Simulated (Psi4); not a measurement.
**TiO2 (titanium dioxide): B2PLYP/aug-cc-pVDZ (density fitting for correlation)**

What is the vertical ionisation energy of TiO2 (titanium dioxide) at B2PLYP/aug-cc-pVDZ (density fitting for correlation)? 

The calculation is run with Psi4 1.11.

## (1) Starting point

TiO2: 3 atoms, total charge 0, spin state singlet. SMILES: `[O]=[Ti]=[O]`. Geometry: relaxed at PBE0-D4/def2-TZVP.

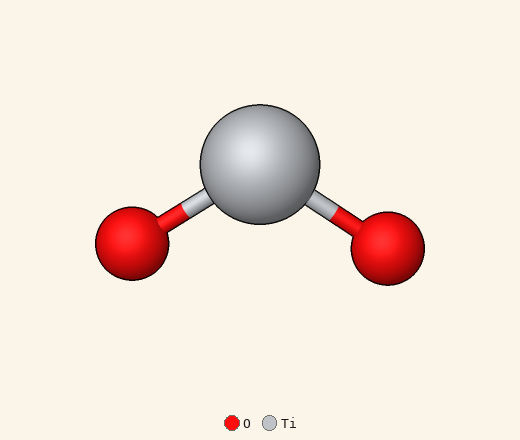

Viewed from a chosen angle; oxygen red, titanium light grey.

## (2) The energy at B2PLYP/aug-cc-pVDZ (density fitting for correlation)

Input file o2ti.in:

```
memory 1600 mb

molecule system {
  O      0.921000     0.928800     0.444600
  Ti     0.135000    -0.492000     0.331600
  O     -1.056100    -0.436800    -0.776200
  symmetry c1
}

set globals {
  puream true
  e_convergence 1e-09
  d_convergence 1e-08
  scf_type pk
  dft_radial_points 99
  dft_spherical_points 590
  num_frozen_docc 7
}

energy('b2plyp/aug-cc-pVDZ')
```

Launch:

```bash
psi4 o2ti.in o2ti.out -n 1
```

o2ti.out:

```text
[...]
  Running in c1 symmetry.
[...]
  Nuclear repulsion =  127.009919010096411
[...]
  Multiplicity = 1
[...]
  Nalpha       = 19
  Nbeta        = 19
[...]
    Number of basis functions: 105
[...]
   @RKS iter   1:  -998.62657860986951   -4.53763e-01   1.30078e-02 DIIS/ADIIS
[...]
   @RKS iter  14:  -999.42253930029187   -1.69393e-11   6.17804e-09 DIIS
[...]
    Orbital Energies [Eh]
    ---------------------
    Doubly Occupied:
       1A   -180.772506     2A    -20.591976     3A    -19.700814
       4A    -19.700794     5A    -17.162375     6A    -17.161596
       7A    -17.159179     8A     -2.631306     9A     -1.686253
      10A     -1.677438    11A     -1.664623    12A     -0.991132
      13A     -0.974262    14A     -0.416489    15A     -0.402515
      16A     -0.382212    17A     -0.362786    18A     -0.356318
      19A     -0.323139
[...]
  @RKS Final Energy:  -999.42253930029187
   => Energetics <=
    Nuclear Repulsion Energy =            127.0099190100964108
    One-Electron Energy =               -1624.4714322646016171
    Two-Electron Energy =                 526.3111793383883423
    DFT Exchange-Correlation Energy =     -28.2722053841749243
    Empirical Dispersion Energy =           0.0000000000000000
    VV10 Nonlocal Energy =                  0.0000000000000000
    Total Energy =                       -999.4225393002918736
[...]
 Multipole Moments:
 ------------------------------------------------------------------------------------
     Multipole            Electronic (a.u.)      Nuclear  (a.u.)        Total (a.u.)
 ------------------------------------------------------------------------------------
 L = 1.  Multiply by 2.5417464519 to convert [e a0] to [Debye]
 Dipole X            :          2.2261287           -0.7262448            1.4998839
 Dipole Y            :         -3.5530738            1.1590460           -2.3940278
 Dipole Z            :          0.0000000            0.0000000            0.0000000
 Magnitude           :                                                    2.8250701
[...]
```

It took 99 s on 1 thread of Intel Xeon Platinum 8488C (Sapphire Rapids), shared host; peak memory 1.6 GiB.

## (3) The doublet cation at the same level

Input file calc.py:

```python
import psi4

psi4.set_memory(1600000000)
psi4.set_num_threads(1)
psi4.core.set_output_file('psi4.out', False)

geom = psi4.geometry("""
1 2
O      0.921000     0.928800     0.444600
Ti     0.135000    -0.492000     0.331600
O     -1.056100    -0.436800    -0.776200
symmetry c1
no_reorient
no_com
""")

psi4.set_options({
    'basis': 'aug-cc-pVDZ',
    'reference': 'uks',
    'puream': True,
    'e_convergence': 1e-09,
    'd_convergence': 1e-08,
    'scf_type': 'pk',
    'dft_radial_points': 99,
    'dft_spherical_points': 590,
    'num_frozen_docc': 7,
    'maxiter': 100,
})

result = psi4.energy('b2plyp')
print('E =', round(result, 9))
```

Launch:

```bash
python calc.py
```

psi4.out:

```text
[...]
  Running in c1 symmetry.
[...]
  Nuclear repulsion =  127.009919010096439
[...]
  Multiplicity = 2
[...]
  Nalpha       = 19
  Nbeta        = 18
[...]
    Number of basis functions: 105
[...]
   @UKS iter   1:  -998.57656106867444   -4.03745e-01   9.72685e-03 ADIIS/DIIS
[...]
   @UKS iter  19:  -999.08234529780066   -5.11591e-11   9.89538e-09 DIIS
[...]
   @S^2 Observed:                9.526118729E-01
[...]
    Orbital Energies [Eh]
    ---------------------
    Alpha Occupied:
       1A   -181.068299     2A    -20.883348     3A    -20.053940
       4A    -20.053912     5A    -17.456677     6A    -17.452788
       7A    -17.449177     8A     -2.911731     9A     -1.967670
      10A     -1.951412    11A     -1.946601    12A     -1.351148
      13A     -1.332370    14A     -0.783296    15A     -0.725372
      16A     -0.717198    17A     -0.709675    18A     -0.693597
      19A     -0.689292
    Alpha Virtual:
      20A     -0.300296    21A     -0.277791    22A     -0.269766
      23A     -0.228336    24A     -0.200098    25A     -0.153421
[...]
  @UKS Final Energy:  -999.08234529780066
   => Energetics <=
    Nuclear Repulsion Energy =            127.0099190100964393
    One-Electron Energy =               -1612.8326410881372794
    Two-Electron Energy =                 514.8544674137323227
    DFT Exchange-Correlation Energy =     -28.1140906334921112
    Empirical Dispersion Energy =           0.0000000000000000
    VV10 Nonlocal Energy =                  0.0000000000000000
    Total Energy =                       -999.0823452978006571
[...]
 Multipole Moments:
 ------------------------------------------------------------------------------------
     Multipole            Electronic (a.u.)      Nuclear  (a.u.)        Total (a.u.)
 ------------------------------------------------------------------------------------
 L = 1.  Multiply by 2.5417464519 to convert [e a0] to [Debye]
 Dipole X            :         -2.9866069            3.5700706            0.5834637
 Dipole Y            :         10.8911631          -13.0164336           -2.1252705
 Dipole Z            :         -7.3402581            8.7728646            1.4326065
 Magnitude           :                                                    2.6286053
[...]
```

The script printed:

```text
E = -999.345676878
```

Wall time 98 s (1 thread of Intel Xeon Platinum 8488C (Sapphire Rapids), shared host); peak memory 1.6 GiB.

## (4) Results

Level: B2PLYP/aug-cc-pVDZ (density fitting for correlation), 7 core orbitals frozen.

| quantity | value |
| --- | --- |
| singlet TiO2: total energy | -999.71866 Eh |
| singlet TiO2: HOMO energy (SCF part's orbitals) | -8.79 eV |
| singlet TiO2: LUMO energy (SCF part's orbitals) | -2.32 eV |
| singlet TiO2: HOMO–LUMO gap (SCF part's orbitals) | 6.47 eV |
| doublet cation: total energy | -999.34568 Eh |
| doublet cation: HOMO energy (SCF part's orbitals) (highest over α and β) | -17.14 eV |
| doublet cation: LUMO energy (SCF part's orbitals) (lowest over α and β) | -9.78 eV |
| doublet cation: ⟨S²⟩ | 0.953 |
| vertical ionisation energy (to the doublet cation) | 10.149 eV |

What this shows: The vertical ionisation energy comes to 10.15 eV (979 kJ/mol). The negative HOMO energy of the first species, 8.79 eV, lies 1.36 eV below that difference. ⟨S²⟩ (doublet cation) is 0.95 where a pure doublet has 0.75: the reference is spin-contaminated.
